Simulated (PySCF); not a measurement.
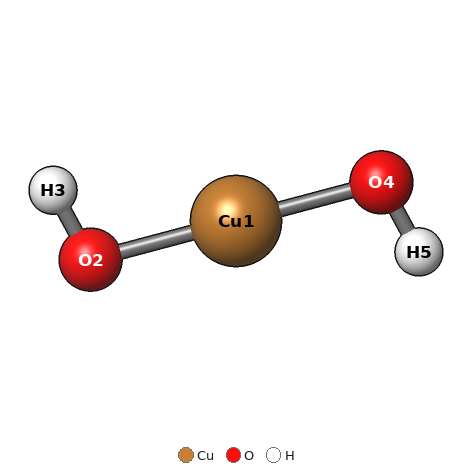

The species has charge −1 and is a spin singlet. Computed geometry: PBE0-D3(BJ)/def2-SVP optimisation. No frequency run is at hand to confirm it as a minimum. Properties computed with PBE/pcJ-1 (pcSseg-1 on Cu) indirect spin-spin coupling, non-relativistic, gas phase (PySCF 2.14.0). Isotopes: 1H, 17O.

Give the spin–spin coupling constants of these pairs, with the number of bonds between them: O2/H3, O4/H5, O2/O4, O2/H5, H3/O4.

```json
{"pair": "O2, H3", "bonds apart": "1", "J (Hz)": "−46.8"}
{"pair": "O4, H5", "bonds apart": "1", "J (Hz)": "−46.8"}
{"pair": "O2, O4", "bonds apart": "2", "J (Hz)": "−6.3"}
{"pair": "O2, H5", "bonds apart": "3", "J (Hz)": "1.7"}
{"pair": "H3, O4", "bonds apart": "3", "J (Hz)": "1.7"}
```
